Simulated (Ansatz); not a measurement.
The reference is CdS in the zinc blende structure (space group F-43m, No. 216; a = 5.7566 Å).

Structures relaxed with LDA, PAW, 420 eV (Ansatz, a program for electronic structure; no spin-orbit coupling).

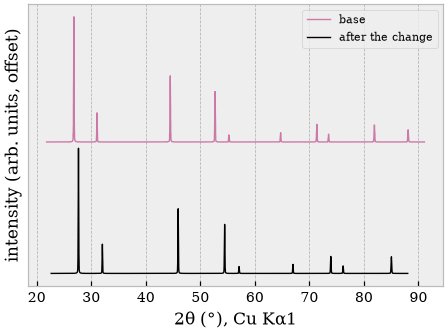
Figure: Simulated powder patterns before (top) and after one change

Task: Which change produced these results?
A) isotropic strain +1.50 %
B) isotropic strain +3.00 %
C) isotropic strain −3.00 %
D) isotropic strain +1.00 %

Result: C, isotropic strain −3.00 %. Its volume per atom is 21.76 Å³ against 23.85 Å³, and its space group is F-43m (No. 216).

Whether these cells are dynamically stable was not tested.
